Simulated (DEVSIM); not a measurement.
System: Au/SiO2/n-GaSb capacitor, at 300 K.

```
layer (left to right)  material  thickness (nm)  Nd (cm⁻³)
---------------------  --------  --------------  ---------
1                          SiO2            5.40          -
2                          GaSb            9400     4.1e15
```

Metal gate on the left, work function 5.1 eV. Fixed charge at the semiconductor interface -8.3e10 cm⁻² (in units of +e); interface traps 2e12 cm⁻² eV⁻¹, uniform in energy, neutral level at 0.3 of the gap above the valence band.

Constants are typed, rounded textbook-type inputs, not results; the design itself was drawn at random and stands for no fabricated device. Values at 300 K.

| parameter | SiO2 | GaSb |
|---|---|---|
| gap (eV) | 9 | 0.726 |
| affinity (eV) | 0.9 | 4.06 |
| permittivity | 3.9 | 15.7 |
| Nc (cm⁻³) | - | 2.1e17 |
| Nv (cm⁻³) | - | 1.8e19 |

Simulated with DEVSIM: 1D Poisson equation in equilibrium, Boltzmann statistics, complete ionisation; no quantum confinement or tunnelling. Metal contacts follow the ideal Schottky-Mott rule: no Fermi-level pinning, no interface dipoles.

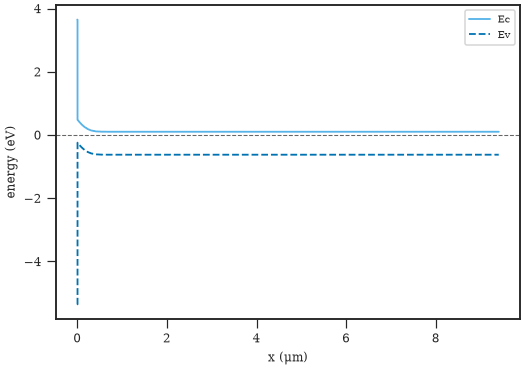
*Band edges at 0.55 V on the gate*

Energies count from the Fermi level of the right contact; mesh points crowd at the junctions.

```csv
x (μm),Ec (eV),Ev (eV),n (cm⁻³),p (cm⁻³),field (V/cm)
0.000,3.650,-5.350,< 1e2,< 1e2,-13000
0.001267,3.648,-5.352,< 1e2,< 1e2,-13000
0.003215,3.646,-5.354,< 1e2,< 1e2,-13000
0.004879,3.644,-5.356,< 1e2,< 1e2,-13000
0.006604,0.481,-0.245,1.8e9,1.4e15,-18000
0.009756,0.475,-0.251,2.2e9,1.1e15,-18000
0.01756,0.461,-0.265,3.8e9,6.3e14,-18000
0.04499,0.414,-0.312,2.3e10,1.0e14,-16000
0.1026,0.327,-0.399,6.8e11,3.6e12,-14000
0.2338,0.187,-0.539,1.5e14,1.6e10,-7600
0.5398,0.104,-0.622,3.7e15,6.4e8,-310
1.700,0.102,-0.624,4.1e15,5.9e8,≈ 0
3.960,0.102,-0.624,4.1e15,5.9e8,≈ 0
6.938,0.102,-0.624,4.1e15,5.9e8,≈ 0
8.627,0.102,-0.624,4.1e15,5.9e8,≈ 0
9.072,0.102,-0.624,4.1e15,5.9e8,≈ 0
9.263,0.102,-0.624,4.1e15,5.9e8,≈ 0
9.345,0.102,-0.624,4.1e15,5.9e8,≈ 0
9.387,0.102,-0.624,4.1e15,5.9e8,≈ 0
9.398,0.102,-0.624,4.1e15,5.9e8,≈ 0
9.403,0.102,-0.624,4.1e15,5.9e8,≈ 0
9.405,0.102,-0.624,4.1e15,5.9e8,≈ 0
```
